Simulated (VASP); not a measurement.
Energy against volume of CsI (CsCl type). Calculation: TPSS meta-GGA, VASP's PBE PAW potentials (set 64) (plane waves; VASP).

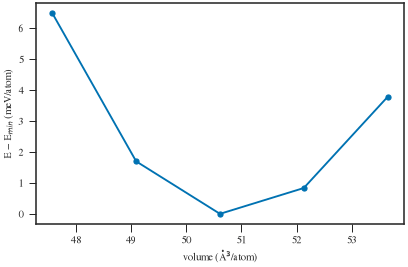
Energy against volume

**Question.** Estimate the equilibrium volume and the bulk modulus.

**Answer.** The minimum lies near 50.8 Å³/atom, and the curvature gives B0 of about 8.7 GPa.

The compound is CsI in the CsCl type structure. It was relaxed first, which changed the volume by +6 %.
